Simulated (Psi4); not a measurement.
# SnH3OF (SMILES [OH][SnH2][F]) at HF/3-21G

What is the energy change on altering one bond length of SnH3OF at HF/3-21G? 

The calculation is run with Psi4 1.11.

## Step 1: The molecule

SnH3OF: 6 atoms, total charge 0, spin state singlet. SMILES: `[OH][SnH2][F]`. The shape is that of a PBE0-D4/def2-TZVP optimisation. This is one conformer, not always the lowest.

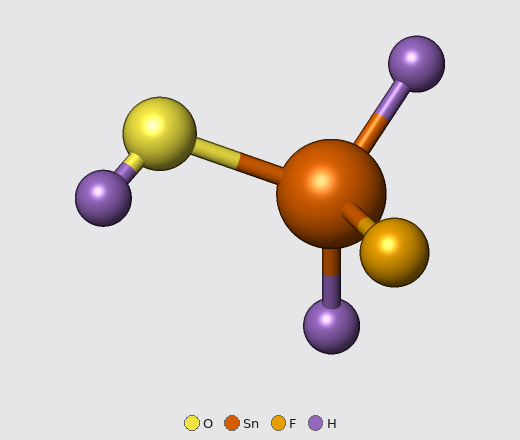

The structure, seen from a chosen angle (oxygen yellow, tin orange, fluorine amber, hydrogen purple).

## Step 2: The energy at HF/3-21G

fh3osn.in

```
memory 2200 MB

molecule system {
  O     -1.414400    -0.333000    -0.425000
  Sn     0.302300     0.255900     0.283700
  F      1.409100    -1.315100     0.302100
  H     -1.368600    -0.685700    -1.316700
  H      1.096100     1.317100    -0.782100
  H      0.017500     0.696700     1.891900
  symmetry c1
}

set {
  basis 3-21G
  puream true
  e_convergence 1e-09
  d_convergence 1e-08
  scf_type pk
}

e_tot = energy('scf')
```

Launch:

```bash
psi4 fh3osn.in fh3osn.out -n 1
```

fh3osn.out:

```text
Psi4 1.11 release

   => Loading Basis Set <=

    Name: 3-21G
    Role: ORBITAL
    Keyword: BASIS

         ---------------------------------------------------------
                                   SCF
                              RHF Reference
                        1 Threads,   2098 MiB Core
         ---------------------------------------------------------

  ==> Geometry <==

    Molecular point group: c1
    Full point group: C1

    Geometry (in Angstrom), charge = 0, multiplicity = 1:

       Center              X                  Y                   Z               Mass
    ------------   -----------------  -----------------  -----------------  -----------------
         O           -1.668561210645    -0.343830611353    -0.632380464821    15.994914619570
         SN           0.048138789355     0.245069388647     0.076319535179   119.902201630000
         F            1.154938789355    -1.325930611353     0.094719535179    18.998403162730
         H           -1.622761210645    -0.696530611353    -1.524080464821     1.007825032230
         H            0.841938789355     1.306269388647    -0.989480464821     1.007825032230
         H           -0.236661210645     0.685869388647     1.684519535179     1.007825032230

  Running in c1 symmetry.

  Rotational constants: A =      0.35940  B =      0.18687  C =      0.13243 [cm^-1]
  Rotational constants: A =  10774.39361  B =   5602.13538  C =   3970.25676 [MHz]
  Nuclear repulsion =  299.220807991279514

  Charge       = 0
  Multiplicity = 1
  Electrons    = 70
  Nalpha       = 35
  Nbeta        = 35

  ==> Algorithm <==

  SCF Algorithm Type is PK.
  DIIS enabled.
  MOM disabled.
  Fractional occupation disabled.
  Guess Type is SAD.
  Energy threshold   = 1.00e-09
  Density threshold  = 1.00e-08
  Integral threshold = 1.00e-12

  ==> Primary Basis <==

  Basis Set: 3-21G
    Blend: 3-21G
    Number of shells: 29
    Number of basis functions: 55
    Number of Cartesian functions: 57
    Spherical Harmonics?: true
    Max angular momentum: 2

  ==> Integral Setup <==

  Using in-core PK algorithm.
   Calculation information:
      Number of atoms:                   6
      Number of AO shells:              29
      Number of primitives:             60
      Number of atomic orbitals:        57
      Number of basis functions:        55

      Integral cutoff                 1.00e-12
      Number of threads:                 1

  Performing in-core PK
  Using 2373140 doubles for integral storage.
  We computed 79303 shell quartets total.
  Whereas there are 94830 unique shell quartets.

  ==> DiskJK: Disk-Based J/K Matrices <==

    J tasked:                  Yes
    K tasked:                  Yes
    wK tasked:                  No
    Memory [MiB]:             1573
    Schwarz Cutoff:          1E-12

  Minimum eigenvalue in the overlap matrix is 7.0166765986E-02.
  Reciprocal condition number of the overlap matrix is 2.1633346279E-02.
    Using symmetric orthogonalization.

  ==> Pre-Iterations <==

  SCF Guess: Superposition of Atomic Densities via on-the-fly atomic UHF (no occupation information).

   -------------------------
    Irrep   Nso     Nmo
   -------------------------
     A         55      55
   -------------------------
    Total      55      55
   -------------------------

  ==> Iterations <==

                        Total Energy        Delta E     RMS |[F,P]|

   @RHF iter SAD: -6167.38112418282344   -6.16738e+03   0.00000e+00
   @RHF iter   1: -6171.19442639562931   -3.81330e+00   1.08134e-02 DIIS/ADIIS
   @RHF iter   2: -6171.39521730407159   -2.00791e-01   2.76076e-03 DIIS/ADIIS
   @RHF iter   3: -6171.40207559473311   -6.85829e-03   1.03888e-03 DIIS/ADIIS
   @RHF iter   4: -6171.40325219939496   -1.17660e-03   1.62102e-04 DIIS/ADIIS
   @RHF iter   5: -6171.40331509359476   -6.28942e-05   3.88549e-05 DIIS
   @RHF iter   6: -6171.40331809311556   -2.99952e-06   1.52839e-05 DIIS
   @RHF iter   7: -6171.40331874183903   -6.48723e-07   2.93888e-06 DIIS
   @RHF iter   8: -6171.40331878370398   -4.18650e-08   5.81606e-07 DIIS
   @RHF iter   9: -6171.40331878583493   -2.13095e-09   1.41723e-07 DIIS
   @RHF iter  10: -6171.40331878595680   -1.21872e-10   2.45094e-08 DIIS
   @RHF iter  11: -6171.40331878595589    9.09495e-13   5.41570e-09 DIIS
  Energy and wave function converged.

  ==> Post-Iterations <==

    Orbital Energies [Eh]
    ---------------------

    Doubly Occupied:

       1A   -1034.926197     2A   -156.268500     3A   -145.414408
       4A   -145.414255     5A   -145.414097     6A    -31.576072
       7A    -26.951564     8A    -26.951031     9A    -26.950696
      10A    -26.066645    11A    -20.427047    12A    -19.119086
      13A    -19.118337    14A    -19.117714    15A    -19.117325
      16A    -19.117145    17A     -5.588527    18A     -3.973135
      19A     -3.972571    20A     -3.971262    21A     -1.517994
      22A     -1.469708    23A     -1.459115    24A     -1.454846
      25A     -1.453492    26A     -1.416507    27A     -1.279015
      28A     -0.694150    29A     -0.612567    30A     -0.569582
      31A     -0.562843    32A     -0.533286    33A     -0.485782
      34A     -0.478693    35A     -0.455470

    Virtual:

      36A      0.126556    37A      0.137466    38A      0.162992
      39A      0.228424    40A      0.294830    41A      0.337964
      42A      0.369277    43A      0.452704    44A      0.464933
      45A      1.271175    46A      1.301773    47A      1.318997
      48A      1.824184    49A      1.906328    50A      2.046544
      51A      2.313744    52A      2.342654    53A      2.467847
      54A      3.039323    55A      3.662202

    Final Occupation by Irrep:
              A
    DOCC [    35 ]
    NA   [    35 ]
    NB   [    35 ]

  @RHF Final Energy: -6171.40331878595589

   => Energetics <=

    Nuclear Repulsion Energy =            299.2208079912795142
    One-Electron Energy =               -9113.4509305080209742
    Two-Electron Energy =                2642.8268037307857412
    Total Energy =                      -6171.4033187859549798

Computation Completed

Properties will be evaluated at   0.000000,   0.000000,   0.000000 [a0]

Properties computed using the SCF density matrix

 Multipole Moments:

 ------------------------------------------------------------------------------------
     Multipole            Electronic (a.u.)      Nuclear  (a.u.)        Total (a.u.)
 ------------------------------------------------------------------------------------

 L = 1.  Multiply by 2.5417464519 to convert [e a0] to [Debye]
 Dipole X            :          3.0673056           -2.9566367            0.1106689
 Dipole Y            :          3.0789177           -2.1447311            0.9341867
 Dipole Z            :          1.9052174           -2.3047715           -0.3995541
 Magnitude           :                                                    1.0220547

 ------------------------------------------------------------------------------------

	total time  =          1 seconds =       0.02 minutes

    Psi4 run time: 0:00:01.55
```

Run time: 2.6 s. Hardware: 1 thread of Intel Xeon Platinum 8488C (Sapphire Rapids), shared host; peak memory 0.2 GiB.

## Step 3: The distorted shape

calc.inp

```
memory 2200 MB

molecule mol {
  O
  Sn 1 1.948363
  F 2 1.921818 1 105.29803
  H 1 0.960012 2 114.00826 3 -61.06827
  H 2 1.700645 3 104.31635 1 -117.88762
  H 2 3.045 5 120.78172 3 120.89324
  units angstrom
  symmetry c1
  no_reorient
  no_com
}

set basis 3-21G
set reference rhf
set puream true
set e_convergence 1e-09
set d_convergence 1e-08
set scf_type pk

result = energy("scf")
```

Launch:

```bash
psi4 -i calc.inp -o calc.out -n 1
```

calc.out:

```text
Psi4 1.11 release

   => Loading Basis Set <=

    Name: 3-21G
    Role: ORBITAL
    Keyword: BASIS

         ---------------------------------------------------------
                                   SCF
                              RHF Reference
                        1 Threads,   2098 MiB Core
         ---------------------------------------------------------

  ==> Geometry <==

    Molecular point group: c1
    Full point group: C1

    Geometry (in Angstrom), charge = 0, multiplicity = 1:

       Center              X                  Y                   Z               Mass
    ------------   -----------------  -----------------  -----------------  -----------------
         O            0.002898624811     0.214302820008    -1.806499898598    15.994914619570
         SN           0.002898624811     0.214302820008     0.141863101402   119.902201630000
         F            0.002898624811    -1.639418423884     0.648915342368    18.998403162730
         H            0.770409683291    -0.209940784822    -2.197098386838     1.007825032230
         H            1.459362326732     0.823285821379     0.774355476891     1.007825032230
         H           -2.675269969800     1.394143229202     0.982942519572     1.007825032230

  Running in c1 symmetry.

  Rotational constants: A =      0.31391  B =      0.17791  C =      0.13012 [cm^-1]
  Rotational constants: A =   9410.85355  B =   5333.58932  C =   3901.02559 [MHz]
  Nuclear repulsion =  291.316267382184606

  Charge       = 0
  Multiplicity = 1
  Electrons    = 70
  Nalpha       = 35
  Nbeta        = 35

  ==> Algorithm <==

  SCF Algorithm Type is PK.
  DIIS enabled.
  MOM disabled.
  Fractional occupation disabled.
  Guess Type is SAD.
  Energy threshold   = 1.00e-09
  Density threshold  = 1.00e-08
  Integral threshold = 1.00e-12

  ==> Primary Basis <==

  Basis Set: 3-21G
    Blend: 3-21G
    Number of shells: 29
    Number of basis functions: 55
    Number of Cartesian functions: 57
    Spherical Harmonics?: true
    Max angular momentum: 2

  ==> Integral Setup <==

  Using in-core PK algorithm.
   Calculation information:
      Number of atoms:                   6
      Number of AO shells:              29
      Number of primitives:             60
      Number of atomic orbitals:        57
      Number of basis functions:        55

      Integral cutoff                 1.00e-12
      Number of threads:                 1

  Performing in-core PK
  Using 2373140 doubles for integral storage.
  We computed 74538 shell quartets total.
  Whereas there are 94830 unique shell quartets.

  ==> DiskJK: Disk-Based J/K Matrices <==

    J tasked:                  Yes
    K tasked:                  Yes
    wK tasked:                  No
    Memory [MiB]:             1573
    Schwarz Cutoff:          1E-12

  Minimum eigenvalue in the overlap matrix is 7.4958365779E-02.
  Reciprocal condition number of the overlap matrix is 2.3115944332E-02.
    Using symmetric orthogonalization.

  ==> Pre-Iterations <==

  SCF Guess: Superposition of Atomic Densities via on-the-fly atomic UHF (no occupation information).

   -------------------------
    Irrep   Nso     Nmo
   -------------------------
     A         55      55
   -------------------------
    Total      55      55
   -------------------------

  ==> Iterations <==

                        Total Energy        Delta E     RMS |[F,P]|

   @RHF iter SAD: -6167.04092766077702   -6.16704e+03   0.00000e+00
   @RHF iter   1: -6170.85577527724217   -3.81485e+00   1.18189e-02 ADIIS/DIIS
   @RHF iter   2: -6171.19377355653160   -3.37998e-01   5.09522e-03 ADIIS/DIIS
   @RHF iter   3: -6171.25679412168211   -6.30206e-02   9.11569e-04 ADIIS/DIIS
   @RHF iter   4: -6171.25807697916935   -1.28286e-03   3.36574e-04 ADIIS/DIIS
   @RHF iter   5: -6171.25827683289026   -1.99854e-04   5.70895e-05 DIIS
   @RHF iter   6: -6171.25829298279677   -1.61499e-05   1.62719e-05 DIIS
   @RHF iter   7: -6171.25829379120296   -8.08406e-07   7.87742e-06 DIIS
   @RHF iter   8: -6171.25829394164975   -1.50447e-07   1.40003e-06 DIIS
   @RHF iter   9: -6171.25829395298388   -1.13341e-08   2.83478e-07 DIIS
   @RHF iter  10: -6171.25829395340406   -4.20187e-10   6.24539e-08 DIIS
   @RHF iter  11: -6171.25829395343590   -3.18323e-11   1.73582e-08 DIIS
   @RHF iter  12: -6171.25829395343499    9.09495e-13   3.20490e-09 DIIS
  Energy and wave function converged.

  ==> Post-Iterations <==

    Orbital Energies [Eh]
    ---------------------

    Doubly Occupied:

       1A   -1034.972653     2A   -156.313412     3A   -145.459702
       4A   -145.459287     5A   -145.459079     6A    -31.618894
       7A    -26.995211     8A    -26.993544     9A    -26.992856
      10A    -26.085498    11A    -20.444189    12A    -19.162110
      13A    -19.161975    14A    -19.161178    15A    -19.160145
      16A    -19.159902    17A     -5.626512    18A     -4.011497
      19A     -4.009327    20A     -4.008046    21A     -1.543956
      22A     -1.503927    23A     -1.493884    24A     -1.490613
      25A     -1.489314    26A     -1.442445    27A     -1.296591
      28A     -0.692785    29A     -0.626912    30A     -0.580568
      31A     -0.578497    32A     -0.544888    33A     -0.493545
      34A     -0.478299    35A     -0.334888

    Virtual:

      36A     -0.025083    37A      0.116263    38A      0.131357
      39A      0.197180    40A      0.287630    41A      0.345563
      42A      0.383085    43A      0.437862    44A      0.449149
      45A      1.216397    46A      1.255799    47A      1.298297
      48A      1.809199    49A      1.884846    50A      2.023115
      51A      2.294810    52A      2.309129    53A      2.451778
      54A      3.014257    55A      3.634430

    Final Occupation by Irrep:
              A
    DOCC [    35 ]
    NA   [    35 ]
    NB   [    35 ]

  @RHF Final Energy: -6171.25829395343499

   => Energetics <=

    Nuclear Repulsion Energy =            291.3162673821846056
    One-Electron Energy =               -9095.4568640805246105
    Two-Electron Energy =                2632.8823027449061556
    Total Energy =                      -6171.2582939534340767

Computation Completed

Properties will be evaluated at   0.000000,   0.000000,   0.000000 [a0]

Properties computed using the SCF density matrix

 Multipole Moments:

 ------------------------------------------------------------------------------------
     Multipole            Electronic (a.u.)      Nuclear  (a.u.)        Total (a.u.)
 ------------------------------------------------------------------------------------

 L = 1.  Multiply by 2.5417464519 to convert [e a0] to [Debye]
 Dipole X            :          1.6045898           -0.4748695            1.1297203
 Dipole Y            :          1.1261778           -0.6003924            0.5257854
 Dipole Z            :          3.7216374           -3.7008518            0.0207856
 Magnitude           :                                                    1.2462545

 ------------------------------------------------------------------------------------

	total time  =          1 seconds =       0.02 minutes

    Psi4 run time: 0:00:01.57
```

It took 2.6 s on 1 thread of Intel Xeon Platinum 8488C (Sapphire Rapids), shared host; peak memory 0.2 GiB.

## Step 4: Outcome

At HF/3-21G:

| quantity | value |
| --- | --- |
| first shape: total energy | -6171.40332 Eh |
| first shape: dipole moment | 2.60 D |
| first shape: HOMO energy | -12.39 eV |
| first shape: LUMO energy | 3.44 eV |
| first shape: HOMO–LUMO gap | 15.84 eV |
| distorted shape: total energy | -6171.25829 Eh |
| distorted shape: dipole moment | 3.17 D |
| distorted shape: HOMO energy | -9.11 eV |
| distorted shape: LUMO energy | -0.68 eV |
| distorted shape: HOMO–LUMO gap | 8.43 eV |
| energy change with the Sn2–H6 bond stretched from 1.692 to 3.045 Å | 3.946 eV |

**Reading.** One bond (distorted shape) is far stretched, which a spin-restricted single reference describes badly; a broken-symmetry solution may lie lower. With the Sn2–H6 bond stretched from 1.692 to 3.045 Å the energy rises by 3.95 eV (91 kcal/mol). The first shape isn't relaxed at this level, so the change isn't measured from a minimum. A restricted reference can't describe the breaking bond well at this length. Relativity is left out (first shape) although the molecule holds a heavy atom. Relativity is left out (distorted shape) although the molecule holds a heavy atom.
